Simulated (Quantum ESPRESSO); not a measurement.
# Magnetic state of BaMn2Bi2 from several starts

Aim: find out which collinear order of BaMn2Bi2 costs least.

Program: Quantum ESPRESSO 7.5. Level of theory: PBE; plane waves with GBRV 1.5 PBE potentials, no spin-orbit coupling. Results are calculated unless marked as measured.

### Step 1. The structure

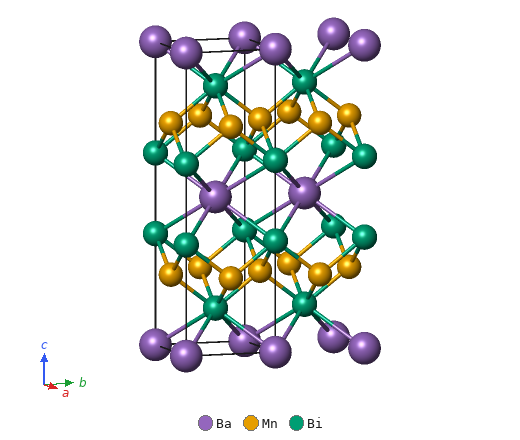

The starting structure, seen slightly off an axis (barium purple, manganese orange, bismuth teal). 1×2×1 cells are drawn. This picture shows the conventional cell, with its axes. Some periodic images of atoms are drawn too.

The cell comes from Materials Project 2023-11-01, a database of computed structures, and need not be the stable phase.

### Step 2. Start 1: ferro ++

The signs are those of the starting moments on the seeded atoms, the atoms that are given a moment.

Input file pw.in:

```
&CONTROL
  calculation = 'scf'
  prefix = 'pwscf'
  outdir = './tmp'
  pseudo_dir = './pseudo'
  disk_io = 'nowf'
/
&SYSTEM
  ibrav = 0
  celldm(1) = 8
  nat = 5
  ntyp = 3
  ecutwfc = 40
  ecutrho = 280
  nbnd = 49
  occupations = 'smearing'
  smearing = 'fd'
  degauss = 0.00367493
  nspin = 2
  starting_magnetization(1) = 0
  starting_magnetization(2) = 0.2333
  starting_magnetization(3) = 0
/
&ELECTRONS
  conv_thr = 1d-08
  electron_maxstep = 150
  mixing_beta = 0.3
/
ATOMIC_SPECIES
Ba    137.3270 ba_pbe_v1.uspp.F.UPF
Mn     54.9380 mn_pbe_v1.5.uspp.F.UPF
Bi    208.9804 bi_pbe_v1.uspp.F.UPF
CELL_PARAMETERS alat
  -0.5306079957522    0.5306079957522    1.7192208949910
   0.5306079957522   -0.5306079957522    1.7192208949910
   0.5306079957522    0.5306079957522   -1.7192208949910
ATOMIC_POSITIONS crystal
Ba      0.0000000000    0.0000000000    0.0000000000
Mn      0.2500000000    0.7500000000    0.5000000000
Mn      0.7500000000    0.2500000000    0.5000000000
Bi      0.3667880000    0.3667880000    0.0000000000
Bi      0.6332120000    0.6332120000    0.0000000000
K_POINTS automatic
10 10 10 0 0 0
```

Command:

```sh
> OMP_NUM_THREADS=1 mpirun -n 4 pw.x -nk 4 -in pw.in > pw.out
```

What it wrote:

```text
Program PWSCF v.7.5 starts

     Message from routine setup:
     using ibrav=0 with symmetry is DISCOURAGED, use correct ibrav instead

     K-points division:     npool     =       4
     Subspace diagonalization in iterative solution of the eigenvalue problem:

     G-vector sticks info
     --------------------
     sticks:   dense  smooth     PW     G-vecs:    dense   smooth      PW
     Sum        3659    2107    719                78345    33847    6749

     Using Slab Decomposition

     bravais-lattice index     =            0
     lattice parameter (alat)  =       8.0000  a.u.
     unit-cell volume          =     991.3094 (a.u.)^3
     number of atoms/cell      =            5
     number of atomic types    =            3
     number of electrons       =        70.00
     number of Kohn-Sham states=           49
     kinetic-energy cutoff     =      40.0000  Ry
     charge density cutoff     =     280.0000  Ry
     scf convergence threshold =      1.0E-08
     mixing beta               =       0.3000
     number of iterations used =            8  plain     mixing
     Exchange-correlation= SLA  PW   PBE  PBE
                           (   1   4   3   4   0   0   0)

     celldm(1)=   8.000000  celldm(2)=   0.000000  celldm(3)=   0.000000
     celldm(4)=   0.000000  celldm(5)=   0.000000  celldm(6)=   0.000000

     crystal axes: (cart. coord. in units of alat)
               a(1) = (  -0.530608   0.530608   1.719221 )
               a(2) = (   0.530608  -0.530608   1.719221 )
               a(3) = (   0.530608   0.530608  -1.719221 )

     reciprocal axes: (cart. coord. in units 2 pi/alat)
               b(1) = (  0.000000  0.942315  0.290829 )
               b(2) = (  0.942315  0.000000  0.290829 )
               b(3) = (  0.942315  0.942315  0.000000 )

     PseudoPot. # 1 for Ba read from file:
     ba_pbe_v1.uspp.F.UPF
     Pseudo is Ultrasoft + core correction, Zval = 10.0
     Generated by new atomic code, or converted to UPF format
     Using radial grid of  907 points,  7 beta functions with:
                l(1) =   0
                l(2) =   0
                l(3) =   1
                l(4) =   1
                l(5) =   2
                l(6) =   2
                l(7) =   3
     Q(r) pseudized with  6 coefficients,  rinner =    1.700   1.700   1.700
                                                       1.700   1.700   1.700
                                                       1.700

     PseudoPot. # 2 for Mn read from file:
     mn_pbe_v1.5.uspp.F.UPF
     Pseudo is Ultrasoft + core correction, Zval = 15.0
     Generated by new atomic code, or converted to UPF format
     Using radial grid of  859 points,  6 beta functions with:
                l(1) =   0
                l(2) =   0
                l(3) =   1
                l(4) =   1
                l(5) =   2
                l(6) =   2
     Q(r) pseudized with  8 coefficients,  rinner =    0.950   0.950   0.950
                                                       0.950   0.950

     PseudoPot. # 3 for Bi read from file:
     bi_pbe_v1.uspp.F.UPF
     Pseudo is Ultrasoft + core correction, Zval = 15.0
     Generated by new atomic code, or converted to UPF format
     Using radial grid of  899 points,  6 beta functions with:
                l(1) =   0
                l(2) =   0
                l(3) =   1
                l(4) =   1
                l(5) =   2
                l(6) =   2
     Q(r) pseudized with  6 coefficients,  rinner =    1.000   1.000   1.000
                                                       1.000   1.000

     atomic species   valence    mass     pseudopotential
     Ba               10.00   137.32700     Ba( 1.00)
     Mn               15.00    54.93800     Mn( 1.00)
     Bi               15.00   208.98040     Bi( 1.00)

     Starting magnetic structure
     atomic species   magnetization
     Ba              0.000
     Mn              0.233
     Bi              0.000

     16 Sym. Ops., with inversion, found

   Cartesian axes

     site n.     atom                  positions (alat units)
         1        Ba     tau(   1) = (   0.0000000   0.0000000   0.0000000  )
         2        Mn     tau(   2) = (   0.5306080   0.0000000   0.8596104  )
         3        Mn     tau(   3) = (   0.0000000   0.5306080   0.8596104  )
         4        Bi     tau(   4) = (   0.0000000  -0.0000000   1.2611792  )
         5        Bi     tau(   5) = (  -0.0000000  -0.0000000   2.1772626  )

     number of k points=   102  Fermi-Dirac smearing, width (Ry)=  0.0037

     Number of k-points >= 100: set verbosity='high' to print them.

     Dense  grid:    78345 G-vectors     FFT dimensions: (  80,  80,  80)

     Smooth grid:    33847 G-vectors     FFT dimensions: (  64,  64,  64)

     Check: negative core charge=   -0.000020
     Generating pointlists ...
     new r_m :   0.3626 (alat units)  2.9012 (a.u.) for type    1
     new r_m :   0.2745 (alat units)  2.1959 (a.u.) for type    2
     new r_m :   0.2745 (alat units)  2.1959 (a.u.) for type    3

     Initial potential from superposition of free atoms

     starting charge      66.9847, renormalised to      70.0000

     negative rho (up, down):  9.273E-02 9.279E-02
     Starting wfcs are   57 randomized atomic wfcs

     Self-consistent Calculation

     iteration #  1     ecut=    40.00 Ry     beta= 0.30
     Davidson diagonalization with overlap
     ethr =  1.00E-02,  avg # of iterations =  4.7

     negative rho (up, down):  8.759E-02 8.763E-02

     total energy              =    -855.96600038 Ry
     estimated scf accuracy    <      19.37843282 Ry

     total magnetization       =     3.48 Bohr mag/cell
     absolute magnetization    =     3.85 Bohr mag/cell

     iteration #  2     ecut=    40.00 Ry     beta= 0.30
     Davidson diagonalization with overlap
     ethr =  1.00E-02,  avg # of iterations =  3.8

     negative rho (up, down):  8.634E-02 8.631E-02

     total energy              =    -860.80555887 Ry
     estimated scf accuracy    <      52.32646715 Ry

     total magnetization       =     0.69 Bohr mag/cell
     absolute magnetization    =     0.69 Bohr mag/cell

     iteration #  3     ecut=    40.00 Ry     beta= 0.30
     Davidson diagonalization with overlap
     ethr =  1.00E-02,  avg # of iterations =  2.1

     negative rho (up, down):  8.598E-02 8.624E-02

     total energy              =    -863.15114185 Ry
     estimated scf accuracy    <       2.05908432 Ry

     total magnetization       =     5.14 Bohr mag/cell
     absolute magnetization    =     5.92 Bohr mag/cell

     [... further iterations left out ...]

     iteration # 14     ecut=    40.00 Ry     beta= 0.30
     Davidson diagonalization with overlap
     ethr =  2.19E-09,  avg # of iterations =  3.2

     negative rho (up, down):  8.732E-02 8.906E-02

     total energy              =    -863.28165584 Ry
     estimated scf accuracy    <       0.00000029 Ry

     total magnetization       =     8.29 Bohr mag/cell
     absolute magnetization    =     8.69 Bohr mag/cell

     iteration # 15     ecut=    40.00 Ry     beta= 0.30
     Davidson diagonalization with overlap
     ethr =  4.17E-10,  avg # of iterations =  2.8

     negative rho (up, down):  8.732E-02 8.907E-02

     total energy              =    -863.28165603 Ry
     estimated scf accuracy    <       0.00000007 Ry

     total magnetization       =     8.29 Bohr mag/cell
     absolute magnetization    =     8.69 Bohr mag/cell

     iteration # 16     ecut=    40.00 Ry     beta= 0.30
     Davidson diagonalization with overlap
     ethr =  9.98E-11,  avg # of iterations =  2.3

     negative rho (up, down):  8.732E-02 8.906E-02

     total energy              =    -863.28165609 Ry
     estimated scf accuracy    <       0.00000004 Ry

     total magnetization       =     8.29 Bohr mag/cell
     absolute magnetization    =     8.69 Bohr mag/cell

     iteration # 17     ecut=    40.00 Ry     beta= 0.30
     Davidson diagonalization with overlap
     ethr =  5.17E-11,  avg # of iterations =  2.7

     negative rho (up, down):  8.732E-02 8.906E-02

     Magnetic moment per site  (integrated on atomic sphere of radius R)
     atom   1 (R=0.363)  charge=  8.2311  magn=  0.0562
     atom   2 (R=0.274)  charge= 13.6228  magn=  3.9085
     atom   3 (R=0.274)  charge= 13.6228  magn=  3.9085
     atom   4 (R=0.274)  charge= 12.2916  magn= -0.0478
     atom   5 (R=0.274)  charge= 12.2916  magn= -0.0478

     End of self-consistent calculation

     Number of k-points >= 100: set verbosity='high' to print the bands.

     the Fermi energy is    10.4267 ev

!    total energy              =    -863.28165614 Ry
     estimated scf accuracy    <          4.5E-09 Ry
     smearing contrib. (-TS)   =      -0.00318692 Ry
     internal energy E=F+TS    =    -863.27846922 Ry

     The total energy is F=E-TS. E is the sum of the following terms:
     one-electron contribution =    -490.17552984 Ry
     hartree contribution      =     276.50492312 Ry
     xc contribution           =    -210.42796960 Ry
     ewald contribution        =    -439.17989291 Ry

     total magnetization       =     8.29 Bohr mag/cell
     absolute magnetization    =     8.69 Bohr mag/cell

     convergence has been achieved in  17 iterations

=------------------------------------------------------------------------------=
   JOB DONE.
=------------------------------------------------------------------------------=
```

The job ended after 7.4 min (4 MPI ranks of Arm Neoverse V2, shared host; peak memory 1.6 GiB; 29 min of CPU time).

Spin moment in the atom's sphere by atom:

```csv
atom,spin moment in the atom's sphere (μB)
Ba1,0.06
Mn2,3.91
Mn3,3.91
Bi4,-0.05
Bi5,-0.05
```

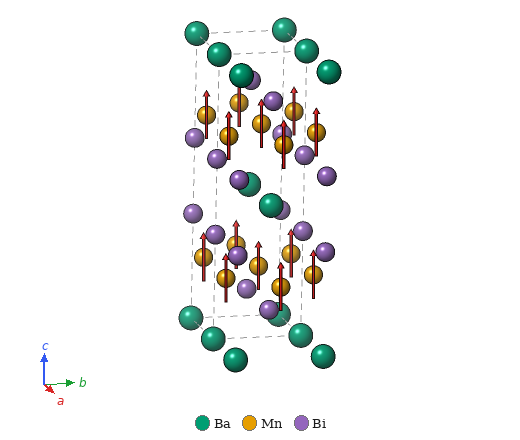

Spin moment in the atom's sphere as arrows, the longest 3.91 μB. Up and down stand for the sign. Arrows give size and sign along the axis of quantisation, drawn up and down the page. 2×1×1 conventional cells are drawn. Some periodic images of atoms are drawn too.

Read from the output:

```
smearing term TS       : 0.04336 eV
magnetization          : 8.286 μB
absolute magnetization : 8.693 μB
final state            : ferromagnetic
```

### Step 3. Run 2 (antiferro +−)

Changes to pw.in since step 2:

```diff
@@ -11,6 +11,6 @@
   nat = 5
-  ntyp = 3
+  ntyp = 4
   ecutwfc = 40
   ecutrho = 280
-  nbnd = 49
+  nbnd = 45
   occupations = 'smearing'
@@ -21,3 +21,4 @@
   starting_magnetization(2) = 0.2333
-  starting_magnetization(3) = 0
+  starting_magnetization(3) = -0.2333
+  starting_magnetization(4) = 0
 /
@@ -30,3 +31,4 @@
 Ba    137.3270 ba_pbe_v1.uspp.F.UPF
-Mn     54.9380 mn_pbe_v1.5.uspp.F.UPF
+Mn1    54.9380 mn_pbe_v1.5.uspp.F.UPF
+Mn2    54.9380 mn_pbe_v1.5.uspp.F.UPF
 Bi    208.9804 bi_pbe_v1.uspp.F.UPF
@@ -38,4 +40,4 @@
 Ba      0.0000000000    0.0000000000    0.0000000000
-Mn      0.2500000000    0.7500000000    0.5000000000
-Mn      0.7500000000    0.2500000000    0.5000000000
+Mn1     0.2500000000    0.7500000000    0.5000000000
+Mn2     0.7500000000    0.2500000000    0.5000000000
 Bi      0.3667880000    0.3667880000    0.0000000000
```

What it wrote:

```text
[banner, memory and clock lines left out]
Program PWSCF v.7.5 starts

     Message from routine setup:
     using ibrav=0 with symmetry is DISCOURAGED, use correct ibrav instead

     bravais-lattice index     =            0
     lattice parameter (alat)  =       8.0000  a.u.
     unit-cell volume          =     991.3094 (a.u.)^3
     number of atoms/cell      =            5
     number of atomic types    =            4
     number of electrons       =        70.00
     number of Kohn-Sham states=           45
     kinetic-energy cutoff     =      40.0000  Ry
     charge density cutoff     =     280.0000  Ry
     scf convergence threshold =      1.0E-08
     mixing beta               =       0.3000
     number of iterations used =            8  plain     mixing
     Exchange-correlation= SLA  PW   PBE  PBE
                           (   1   4   3   4   0   0   0)

     celldm(1)=   8.000000  celldm(2)=   0.000000  celldm(3)=   0.000000
     celldm(4)=   0.000000  celldm(5)=   0.000000  celldm(6)=   0.000000

     crystal axes: (cart. coord. in units of alat)
               a(1) = (  -0.530608   0.530608   1.719221 )
               a(2) = (   0.530608  -0.530608   1.719221 )
               a(3) = (   0.530608   0.530608  -1.719221 )

     reciprocal axes: (cart. coord. in units 2 pi/alat)
               b(1) = (  0.000000  0.942315  0.290829 )
               b(2) = (  0.942315  0.000000  0.290829 )
               b(3) = (  0.942315  0.942315  0.000000 )

     PseudoPot. # 1 for Ba read from file:
     ba_pbe_v1.uspp.F.UPF
     Pseudo is Ultrasoft + core correction, Zval = 10.0

     PseudoPot. # 2 for Mn read from file:
     mn_pbe_v1.5.uspp.F.UPF
     Pseudo is Ultrasoft + core correction, Zval = 15.0

     PseudoPot. # 3 for Mn read from file:
     mn_pbe_v1.5.uspp.F.UPF
     Pseudo is Ultrasoft + core correction, Zval = 15.0

     PseudoPot. # 4 for Bi read from file:
     bi_pbe_v1.uspp.F.UPF
     Pseudo is Ultrasoft + core correction, Zval = 15.0

     atomic species   valence    mass     pseudopotential
     Ba               10.00   137.32700     Ba( 1.00)
     Mn1              15.00    54.93800     Mn( 1.00)
     Mn2              15.00    54.93800     Mn( 1.00)
     Bi               15.00   208.98040     Bi( 1.00)

     Starting magnetic structure
     atomic species   magnetization
     Ba              0.000
     Mn1             0.233
     Mn2            -0.233
     Bi              0.000

      8 Sym. Ops. (no inversion) found

   Cartesian axes

     site n.     atom                  positions (alat units)
         1        Ba     tau(   1) = (   0.0000000   0.0000000   0.0000000  )
         2        Mn1    tau(   2) = (   0.5306080   0.0000000   0.8596104  )
         3        Mn2    tau(   3) = (   0.0000000   0.5306080   0.8596104  )
         4        Bi     tau(   4) = (   0.0000000  -0.0000000   1.2611792  )
         5        Bi     tau(   5) = (  -0.0000000  -0.0000000   2.1772626  )

     number of k points=   102  Fermi-Dirac smearing, width (Ry)=  0.0037

     Number of k-points >= 100: set verbosity='high' to print them.

     Dense  grid:    78345 G-vectors     FFT dimensions: (  80,  80,  80)

     Smooth grid:    33847 G-vectors     FFT dimensions: (  64,  64,  64)

     Check: negative core charge=   -0.000020
     Generating pointlists ...
     new r_m :   0.3626 (alat units)  2.9012 (a.u.) for type    1
     new r_m :   0.2745 (alat units)  2.1959 (a.u.) for type    2
     new r_m :   0.2745 (alat units)  2.1959 (a.u.) for type    3
     new r_m :   0.2745 (alat units)  2.1959 (a.u.) for type    4

     Initial potential from superposition of free atoms

     starting charge      66.9847, renormalised to      70.0000

     negative rho (up, down):  9.276E-02 9.276E-02
     Starting wfcs are   57 randomized atomic wfcs

     Self-consistent Calculation

     iteration #  1     ecut=    40.00 Ry     beta= 0.30
     Davidson diagonalization with overlap
     ethr =  1.00E-02,  avg # of iterations =  3.6

     negative rho (up, down):  8.779E-02 8.779E-02

     total energy              =    -856.80338398 Ry
     estimated scf accuracy    <      17.63172691 Ry

     total magnetization       =    -0.00 Bohr mag/cell
     absolute magnetization    =     4.10 Bohr mag/cell

     iteration #  2     ecut=    40.00 Ry     beta= 0.30
     Davidson diagonalization with overlap
     ethr =  1.00E-02,  avg # of iterations =  4.9

     negative rho (up, down):  8.655E-02 8.655E-02

     total energy              =    -860.66418717 Ry
     estimated scf accuracy    <      49.53874507 Ry

     total magnetization       =    -0.00 Bohr mag/cell
     absolute magnetization    =     0.56 Bohr mag/cell

     [... further iterations left out ...]

     iteration # 16     ecut=    40.00 Ry     beta= 0.30
     Davidson diagonalization with overlap
     ethr =  8.34E-10,  avg # of iterations =  2.0

     negative rho (up, down):  8.838E-02 8.838E-02

     total energy              =    -863.32197113 Ry
     estimated scf accuracy    <       0.00000010 Ry

     total magnetization       =     0.00 Bohr mag/cell
     absolute magnetization    =     8.65 Bohr mag/cell

     iteration # 17     ecut=    40.00 Ry     beta= 0.30
     Davidson diagonalization with overlap
     ethr =  1.38E-10,  avg # of iterations =  3.0

     negative rho (up, down):  8.838E-02 8.838E-02

     Magnetic moment per site  (integrated on atomic sphere of radius R)
     atom   1 (R=0.363)  charge=  8.2137  magn=  0.0000
     atom   2 (R=0.274)  charge= 13.6156  magn=  3.9248
     atom   3 (R=0.274)  charge= 13.6156  magn= -3.9249
     atom   4 (R=0.274)  charge= 12.3062  magn=  0.0000
     atom   5 (R=0.274)  charge= 12.3062  magn=  0.0000

     End of self-consistent calculation

     Number of k-points >= 100: set verbosity='high' to print the bands.

     the Fermi energy is    10.4924 ev

!    total energy              =    -863.32197115 Ry
     estimated scf accuracy    <          5.5E-09 Ry
     smearing contrib. (-TS)   =      -0.00012192 Ry
     internal energy E=F+TS    =    -863.32184923 Ry

     The total energy is F=E-TS. E is the sum of the following terms:
     one-electron contribution =    -490.28084389 Ry
     hartree contribution      =     276.56165423 Ry
     xc contribution           =    -210.42276667 Ry
     ewald contribution        =    -439.17989291 Ry

     total magnetization       =    -0.00 Bohr mag/cell
     absolute magnetization    =     8.65 Bohr mag/cell

     convergence has been achieved in  17 iterations
```

Wall time 6.8 min (4 MPI ranks); peak memory 1.6 GiB; 27 min of CPU time.

Spin moment in the atom's sphere by atom:

```csv
atom,spin moment in the atom's sphere (μB)
Ba1,0.00
Mn2,3.92
Mn3,-3.92
Bi4,0.00
Bi5,0.00
```

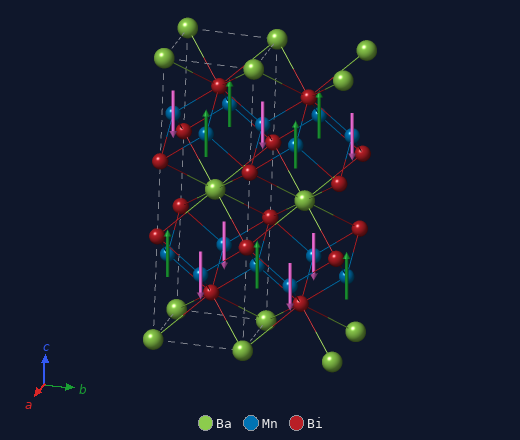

Spin moment in the atom's sphere as arrows, the longest 3.92 μB. Up and down stand for the sign. Arrows give size and sign along the axis of quantisation, drawn up and down the page. The two directions have two colours. 1×2×1 conventional cells are drawn. Some periodic images of atoms are drawn too.

This step gave:

| Property | Result |
| --- | --- |
| smearing term TS | 0.001659 eV |
| magnetization | 0 μB |
| absolute magnetization | 8.653 μB |
| final state | antiferromagnetic |

(Part 1 of 2 ends here.)

[Logs and program files are shortened in this print: banners, set-up blocks, solver, clock and traceback lines can be left out without a mark of their own.]

[Logs are printed without paths, hosts, clocks, repeated set-up lines and the standing remarks that a program may print on its own settings, such as how far it seeks lower states.]

[Hosts, paths, dates, database ids (printed as entryN), source tags and the programs' standing remarks are cut or masked in the printed files.]

[Where a cell is said to come from a database of computed structures, the database is the Materials Project.]
